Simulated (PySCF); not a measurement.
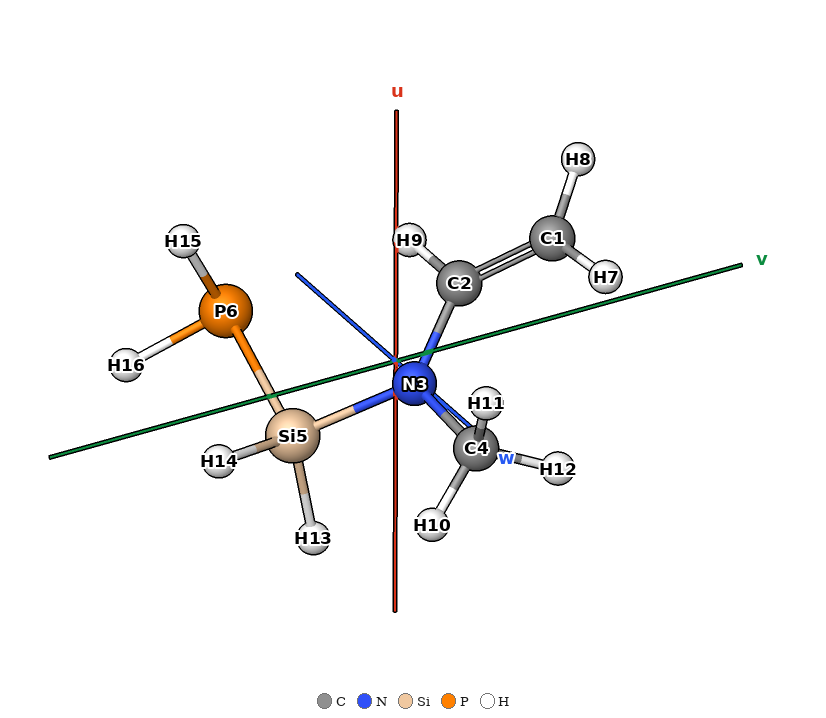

The lines u, v and w are the principal axes of the static dipole polarisability. The computed structure is the end point of a GFN2-xTB optimisation. No frequency run is at hand to confirm it as a minimum. Computed with CAM-B3LYP/def2-SVPD (PySCF 2.14.0).

Question: Along which axis is the molecule most polarisable, and along which least?

Answer: Most along v (nearly parallel to the N3–Si5 bond), least along w.

Question: Give the three principal values.

Answer: u 103.7, v 119.7, w 76.0 bohr³; mean 99.8, anisotropy 38.3 bohr³.

The geometry is semi-empirical. Around P, Si such bond lengths and angles can be off by a tenth of an ångström or more and by several degrees, and values that hang on the shape move with them.
